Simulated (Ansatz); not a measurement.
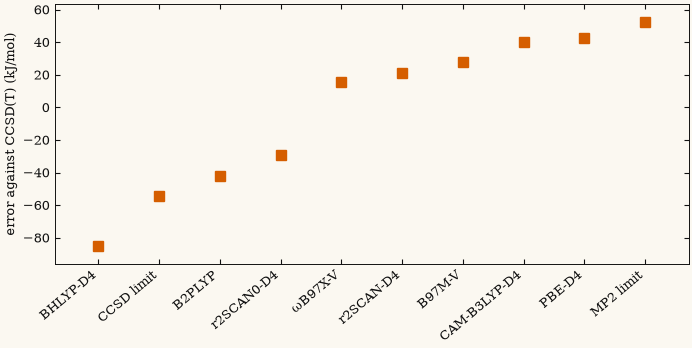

Error in the electronic atomisation energy (method less reference, so positive means overbinding) of C₂H₉BOSi, SMILES CB(C)O[SiH3]: functionals in def2-TZVPP against frozen-core CCSD(T) at the limit (MP2 extrapolated from triple and quadruple zeta, plus CCSD(T) less MP2 in a smaller set), which gives 5345.4 kJ/mol, at a PBE0-D4/def2-TZVP geometry (a minimum by its frequencies), no zero-point or spin-orbit term, the Ansatz code. The reference leaves out core correlation, a term that grows with the number of heavy atoms. B2PLYP holds a correlation term that converges slowly with the basis, so part of the distance to the limit is basis error. No dispersion term is added to B2PLYP. Limit means the basis limit.

What range do the values span?

Answer. From −85.2 kJ/mol (BHLYP-D4) to 52.3 kJ/mol (MP2 limit).

Give the values.

Answer.
```csv
level,kJ/mol
BHLYP-D4,−85.2
CCSD limit,−54.3
B2PLYP,−42.1
r2SCAN0-D4,−29.2
ωB97X-V,15.5
r2SCAN-D4,20.8
B97M-V,27.6
CAM-B3LYP-D4,40.4
PBE-D4,42.3
MP2 limit,52.3
```

Caveats, for all or some of the runs: one conformer of a flexible molecule.
